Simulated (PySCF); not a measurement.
**C₂H₇BGe (SMILES [BH2][GeH2][CH]=C): density, localisation and related maps**

```xyz
11

B     2.1328    0.4893    0.4243
Ge    0.6731   -0.3688   -0.6449
C    -1.0062   -0.4476    0.3649
C    -2.0772    0.2817    0.1056
H     2.5699    1.5313    0.1364
H     2.5429   -0.0271    1.3873
H     0.3190    0.2735   -1.9595
H     0.9510   -1.8020   -1.0249
H    -1.0233   -1.1268    1.2094
H    -2.9796    0.2248    0.6969
H    -2.0971    0.9744   -0.7214
```

Geometry: GFN2-xTB.

Computed with B3LYP/def2-SVPD, SCF density, gas phase in PySCF.

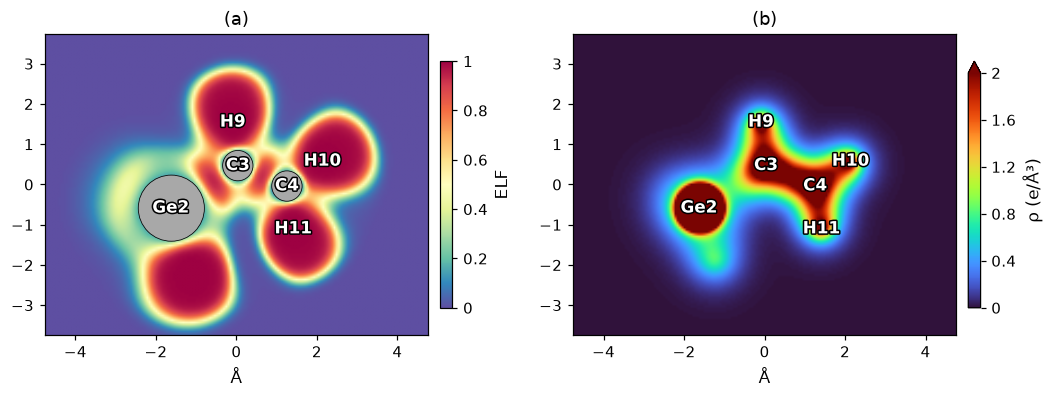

Figure 1. (a) ELF; (b) electron density on the plane of atoms C3, C4 and H11. Grey discs cover the atomic cores in the ELF map.

### Read the bonding off the picture.

- The section cuts through Ge, C and H sites.
- C–C (1.32 Å): the density is about 2.3 e/Å³ at the midpoint; the ELF peaks at about 0.90 between the atoms; a multiple bond.
- C–Ge (1.96 Å): the density is about 0.86 e/Å³ at the midpoint; the ELF peaks at about 0.95 in the valence shell of C, 0.7 Å from its nucleus, and is about 0.70 at the midpoint.
- C–H (1.08 Å): the density is about 2 e/Å³ at the midpoint; the ELF climbs to about 1 towards the hydrogen, as it does in any bond to H: an ordinary covalent bond to hydrogen.

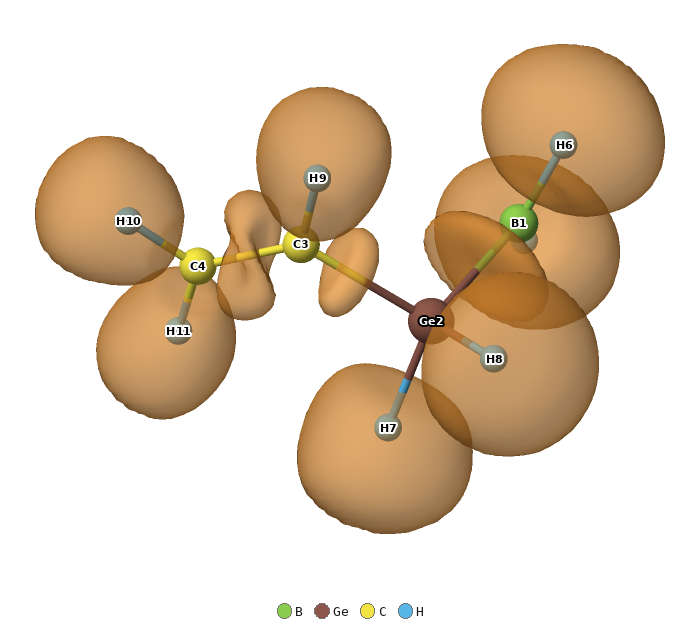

Figure 2. Isosurface of the electron localisation function at 0.8 (orange), seen at an oblique angle. Only the valence region is drawn (cores and ρ < 0.01 e/Å³ removed).

### Where are the electrons localised?

The ELF exceeds this value in one region between bonded B–Ge atoms (shared pairs), one region between bonded C–C atoms (shared pairs), seven regions around hydrogen nuclei and one lobe of the valence shell of C pointing towards Ge (polar bonds).

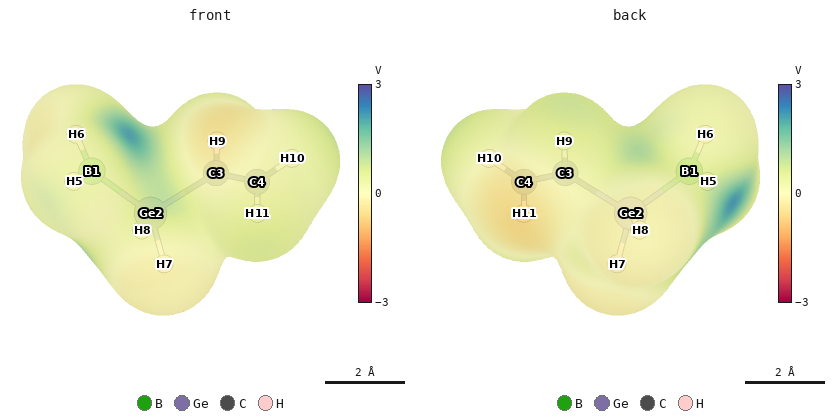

Figure 3. The electrostatic potential painted on the density surface at 0.002 e/bohr³, seen from the front and from behind; the colour scale runs from red (negative) to blue (positive).

### Describe the electrostatic potential map.

The most negative region (about −0.6 V, or −14 kcal/mol for a unit charge) lies over the π face of C3 and C4, the most positive (about +2.1 V, or +48 kcal/mol for a unit charge) over B1.
